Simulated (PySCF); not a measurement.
Al(H)2(F), SMILES [F][AlH2] (H₂AlF), singlet at its CAM-B3LYP/def2-SVP optimised geometry (Å):

```
4

Al    -0.3202     0.1084     0.0000
H      1.2516     0.1084     0.0000
H     -1.2516     1.3748     0.0000
F     -1.0692    -1.3748    -0.0011
```

Calculation: CAM-B3LYP/def2-TZVP run with PySCF 2.14.0. Cells within 0.4 Å of a nucleus heavier than hydrogen are left out (blank, or x).

Map of the electron localisation function on the plane z = 0.0 Å:

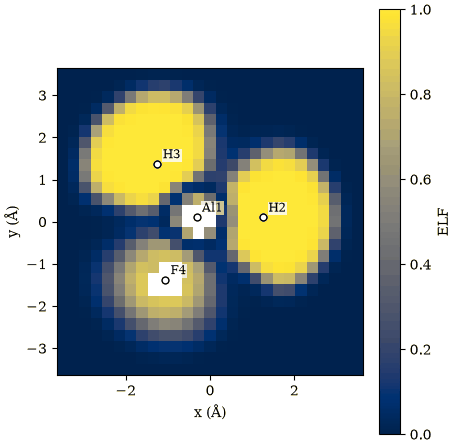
Electron localisation function on the plane z = 0.0 Å.
